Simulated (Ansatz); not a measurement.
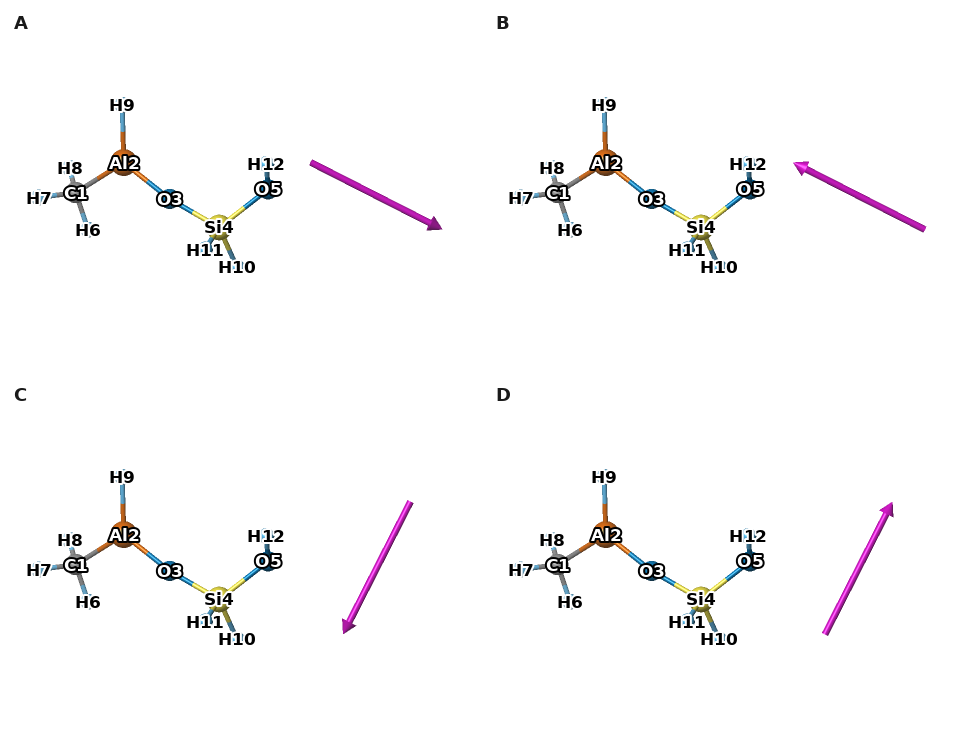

The same molecule four times, each with an arrow. The geometry was computed by an optimisation with PBE0-D4/def2-TZVP. Properties computed with RKS PBE-D4/def2-TZVPP (Ansatz 0.2.0).

### Which arrow points along the dipole moment, from the negative to the positive end?

B. The dipole moment is 1.49 D; it points from the side of H10 to the side of H7 (the outermost atoms at the two ends).
